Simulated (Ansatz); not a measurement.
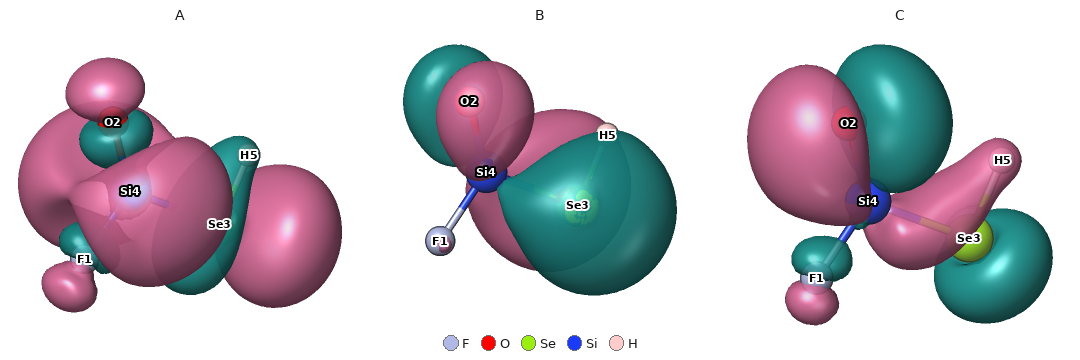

FHOSeSi. Three frontier orbitals at ±0.06 Å⁻³ᐟ² (teal and pink are the two phases), in no order.

Geometry: r2SCAN-D4/def2-SVP.

The calculation used isolated molecule in a Gaussian basis; Kohn-Sham density functional theory, functional PBE0 in Ansatz 0.2.0.

```yaml
atoms:
  - { symbol: F, position_ang: [-2.5691, -0.5446, 0.8488] }
  - { symbol: O, position_ang: [-0.7613, 0.4225, 2.7567] }
  - { symbol: Se, position_ang: [-0.0566, -2.2541, 0.7640] }
  - { symbol: Si, position_ang: [-1.1745, -0.5461, 1.6506] }
  - { symbol: H, position_ang: [1.0840, -1.9898, 1.6569] }
```

Order the three orbitals by energy and name them.

C is the HOMO−1 (−8.82 eV). By Hirshfeld shares it lies mainly on O2 (about 75 %), Si4 (about 15 %) and Se3 (about 10 %); it is symmetric in the molecular plane (an in-plane orbital: σ, lone-pair or in-plane π type); largely a lone pair of O2. B is the HOMO (−8.46 eV). By Hirshfeld shares it lies mainly on Se3 (about 65 %) and O2 (about 20 %); it changes sign across the molecular plane (π type); π-bonding across O2–Si4. A is the LUMO (−1.94 eV). It lies mainly on Si4 (about 50 %), Se3 (about 30 %), O2 (about 10 %) and F1 (about 5 %); it is symmetric in the molecular plane (an in-plane orbital: σ, lone-pair or in-plane π type).

What is the HOMO–LUMO gap?

6.52 eV between the orbital energies.
